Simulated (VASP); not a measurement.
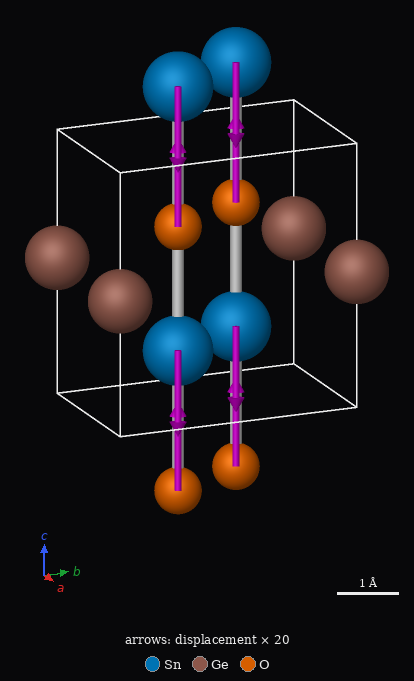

A relaxation of a crystal of Sn2GeO2 (a generated structure, set up in P6mm). The starting structure is drawn; purple arrows show the displacements (the part carried along by the change of the cell is left out), 20 times their true length.

The picture is a ball-and-stick view of the cell of the calculation, seen slightly off an axis.

The run lets cell and atoms move.

Method: VASP, Kohn-Sham DFT of a periodic cell, PBE, VASP PAW PBE potentials, recommended.

Input file:
```
  PREC = Normal
  ENCUT = 520
  EDIFF = 1E-4
  ISMEAR = 0
  SIGMA = 0.15
  LREAL = False
  LASPH = True
  NELM = 60
  ALGO = Fast
  ISIF = 3
  LWAVE = False
  LCHARG = False
  GGA = PE
  IBRION = 2
  NSW = 24
  EDIFFG = -0.08
```

Command:
```bash
cat potpaw_PBE.64/Sn_d/POTCAR potpaw_PBE.64/Ge_d/POTCAR potpaw_PBE.64/O/POTCAR > POTCAR
mpirun -np 1 vasp_std > vasp.out
```

Describe the change and its energy.

Answer. The largest moves relative to the cell, 0.074 Å, are those of O atoms. By element the largest moves are O 0.074 Å, Sn 0.072 Å, Ge 0.005 Å. The volume changes by −7.0 %, with a = b 5.201 → 5.165 Å (−0.7 %), c 4.387 → 4.136 Å (−5.7 %). Among the contacts that change: O–Sn 2.327 → 2.048 Å, O–Sn 2.061 → 2.089 Å. The space group stays P6mm (No. 183). The energy falls by 0.453 eV per cell of the calculation in 17 geometry steps. Largest force component: 0.97 eV/Å at the start, 0.072 eV/Å at the end. The pressure goes from −4.92 to 0.06 GPa.
